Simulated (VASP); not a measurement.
Band structure of ZnCl2 (space group I-42d). Method: PBEsol GGA, VASP's PBE PAW potentials (set 64) (plane waves; VASP).

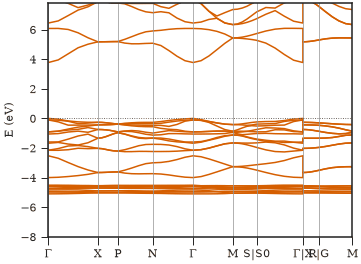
Figure. Bands along high-symmetry lines, zero at the valence-band maximum or, without a gap, the Fermi level

### Question
Read the plot: is there a gap, and where are the band edges?

### Answer
The gap is direct, 3.78 eV, from the valence maximum at Γ to the conduction minimum at Γ.

The structure comes from a computed database's ZnCl2 entry (I-42d); how it stands against other phases isn't given here. The cell was not relaxed at this level.
